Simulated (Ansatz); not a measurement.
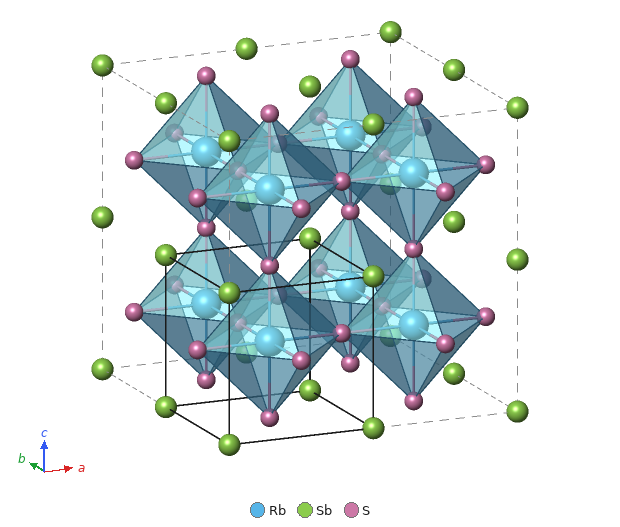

Polyhedra are drawn about Rb (bonds: Rb–S below 3 Å); other atoms are plain spheres.

RbSbS₃ (space group Pm-3m, No. 221). Coordinates: coordinates from a relaxation with DFT PBE, scalar-relativistic, plane waves, PAW in Ansatz 0.2.0; the starting structure was generated, so it need not be a known form of this composition.

Sharing among the drawn polyhedra:

```tsv
site	polyhedron	corner-sharing neighbours	edge-sharing	face-sharing	bond (Å)
Rb	RbS6 octahedron	6	0	0	2.67
```

They form a three-dimensional framework of corner-sharing octahedra.
